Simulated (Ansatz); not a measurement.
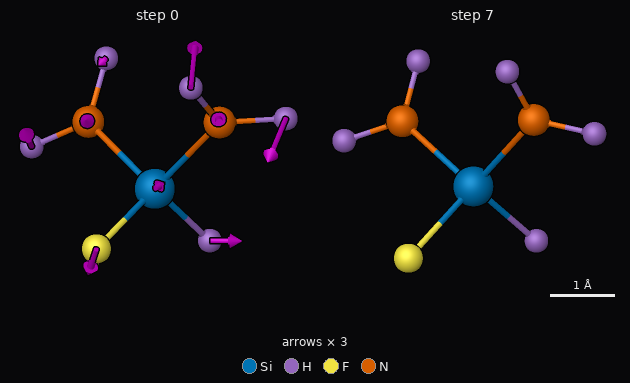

The structure of SiN$_{2}$H$_{5}$F before (left) and after (right) a relaxation, at one scale. The purple arrows give the displacements, 3 times their true length.

Style: ball-and-stick. Shown from a free direction.

The run prepares the start of a later molecular dynamics calculation, from a guessed geometry.

Theory: Ansatz 0.2.0, RKS BLYP-D4/6-31G.

The input:
```yaml
crystal:
  periodic: [false, false, false]
  atoms:
    - { symbol: Si, position_ang: [0.0, 0.0, 0.0] }
    - { symbol: H, position_ang: [0.0, 0.0, 1.46] }
    - { symbol: F, position_ang: [1.4994, 0.0, -0.5295] }
    - { symbol: "N", position_ang: [-0.8572, 1.4851, -0.6061] }
    - { symbol: H, position_ang: [-1.8773, 1.43, -0.8888] }
    - { symbol: H, position_ang: [-0.3367, 2.4058, -0.6766] }
    - { symbol: "N", position_ang: [-0.8572, -1.4851, -0.6061] }
    - { symbol: H, position_ang: [-1.3922, -2.1014, 0.0704] }
    - { symbol: H, position_ang: [-0.8219, -1.7344, -1.6357] }
basis:
  gaussian: { orbitals: "6-31G" }
hamiltonian:
  xc: blyp
  dispersion: d4
relax:
  f_tol: 0.02
  max_steps: 40
```

Launched with:
```bash
ansatz run input.yaml --threads 1 --pin off --max-ram 2048MiB --backend cpu --events-out ev --progress --plain --runs-dir out
```

What changed between the two?

The largest move after the best rigid fit is that of H9, 0.45 Å. By element the largest moves are H 0.45 Å, F 0.22 Å, N 0.12 Å, Si 0.09 Å. Among the contacts that change: Si1–F3 1.590 → 1.719 Å, Si1–N4 1.819 → 1.753 Å, Si1–H2 1.460 → 1.509 Å, N4–H5 1.060 → 1.016 Å. Among the angles between lasting bonds that change: H2–Si1–N4 109.5° → 120.5°, F3–Si1–N7 109.5° → 116.6°, F3–Si1–N4 109.5° → 103.6°. Groups turn about Si1–N7 by about 30°. The energy falls by 15.7 kcal/mol in 7 geometry steps. Largest force component: 5.5 eV/Å at the start, 0.019 eV/Å at the end. Cost: 21 s on 1 thread of Arm Neoverse V1, with other jobs on the host, peak memory 0.13 GiB.

Limits of the set-up: the basis has no polarisation functions, which atoms past neon need.
